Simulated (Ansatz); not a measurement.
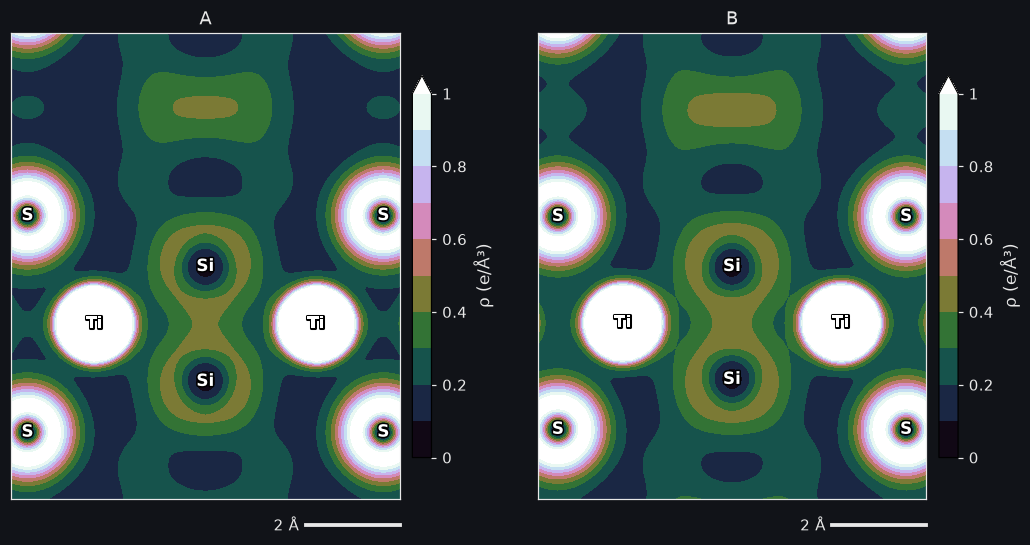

Ti$_{5}$Si$_{2}$S. The valence charge density (pseudo) of two cells that differ in size, on the (110) plane of each (indices in the axes of the calculation cell), at one length scale and on one colour scale: A has 15.9 Å³ an atom and B 15.0.

Space group I4/mcm; a generated structure, not necessarily the stable one; computed without spin polarisation.

Level of theory: Ansatz 0.2.0, DFT PBE, scalar-relativistic, plane waves, PAW.

Question: What does the compression do to the bonding and the properties?

Answer: From the larger cell to the smaller, Ti–S goes from 2.71 to 2.65 Å, and the density at its midpoint from 0.24 to 0.27 e/Å³; Si–Si goes from 2.44 to 2.40 Å, and the density at its midpoint from 0.42 to 0.45 e/Å³; the pressure goes from −7 to 0.0 GPa.
